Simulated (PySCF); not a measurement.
SMILES N(C)(C)[SiH2]C[SiH2]C at its GFN2-xTB optimised geometry (Å):

```
22

Si    -0.4195     0.5420    -3.1521
C     -1.0902    -0.4698    -4.6150
C     -0.8332    -0.3411    -1.5280
Si    -0.2384     0.6020     0.0000
N     -0.9677    -0.0889     1.3992
C     -1.1419    -1.5093     1.5728
C     -0.8832     0.5992     2.6613
H     -1.0265     1.8784    -3.1717
H      1.0361     0.6796    -3.2921
H     -0.6570    -1.4657    -4.6434
H     -2.1691    -0.5840    -4.5582
H     -0.8625     0.0121    -5.5608
H     -1.9104    -0.4922    -1.4650
H     -0.3841    -1.3339    -1.5465
H     -0.7060     1.9915     0.0000
H      1.2390     0.6020     0.0000
H     -2.0495    -1.7023     2.1532
H     -0.2967    -1.9623     2.1067
H     -1.2390    -1.9915     0.6048
H     -1.7746     0.3904     3.2599
H     -0.0042     0.2865     3.2387
H     -0.8176     1.6695     2.4888
```

Level of theory: CAM-B3LYP/def2-SVP in PySCF. Cells within 0.4 Å of a nucleus heavier than hydrogen are left out (blank, or x).

Map of the HOMO−1 amplitude (bohr^(-3/2)) on the plane z = 1.5 Å; orbital energy -9.61 eV, overall sign arbitrary:

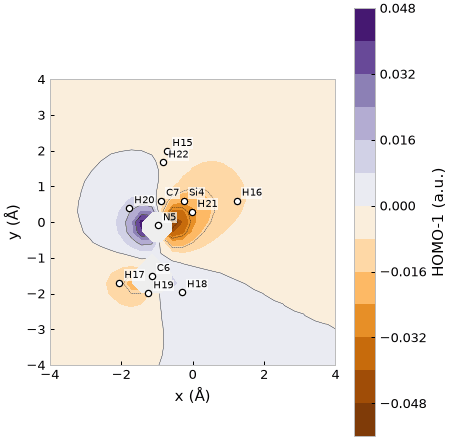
Figure. HOMO−1 amplitude (bohr^(-3/2)) on the plane z = 1.5 Å.
